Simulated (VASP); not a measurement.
Band structure of BAs (relaxed from the rock salt structure, space group Fm-3m). Level of theory: PBEsol GGA, VASP's PBE PAW potentials (set 64) (plane waves; VASP).

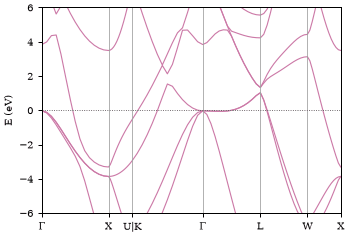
Fig. 1. Bands along high-symmetry lines, zero at the valence-band maximum or, without a gap, the Fermi level

Question: Read the plot: is there a gap, and where are the band edges?

Answer: It has no gap at this level: it comes out as a metal or semimetal. (Edges off the drawn lines would not show.)

The structure was generated: BAs was put into the rock salt type (Fm-3m), which need not be its known phase. It was relaxed first, which changed the volume by +13 %.
